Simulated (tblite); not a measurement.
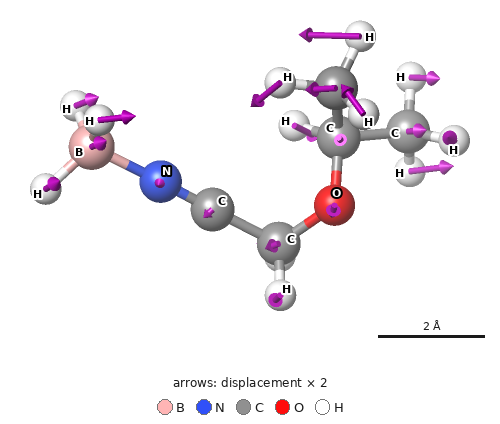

This is a relaxation of C5H12BNO. The starting structure is drawn; purple arrows show the displacements, 2 times their true length. The two geometries are superimposed by the best rigid fit.

Style: ball-and-stick. Shown at a tilt.

Computed with tblite, GFN2-xTB geometry optimisation, gas phase. 

> What happened in the run?

After 135 geometry steps the energy has fallen by 40.0 kJ/mol. The largest move after the best rigid fit is that of an H atom, 0.67 Å. By element the largest moves are H 0.67 Å, C 0.37 Å, B 0.27 Å, O 0.21 Å, N 0.10 Å. Some distances before and after: C–O 1.370 → 1.432 Å, B–N 1.511 → 1.457 Å, C–H 1.133 → 1.086 Å, C–O 1.365 → 1.400 Å. Among the angles between lasting bonds that change: N–B–H 111.3° → 106.3°, H–B–H 108.3° → 113.1°, N–B–H 109.8° → 105.6°. Groups turn about C–O by about 20°. The run took 0.73 s on 1 thread of INTEL(R) XEON(R) PLATINUM 8581C CPU @ 2.30GHz (shared host).
